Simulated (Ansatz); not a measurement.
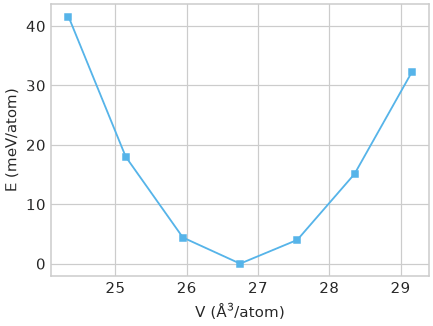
*PbSe (CsCl type, Pm-3m) under volume change, the program Ansatz at the r²SCAN level (PAW), scaled uniformly.*

### Question
What does a third-order Birch–Murnaghan fit give for V₀, B₀ and B′?

### Answer
V₀ = 26.76 Å³/atom, B₀ = 53.2 GPa, B′ = 3.0.

The first step of the workflow began from a Materials Project structure, measured or hypothetical; the Crystallography Open Database copy checked does not list it. It is not the phase usual at ambient conditions (space group No. 225). Symmetry was held in the r²SCAN relaxation; whether a distortion lowers the energy is not shown. Spin–orbit coupling is left out wherever it is not named.

Potentials: the later of the program's two PAW sets.
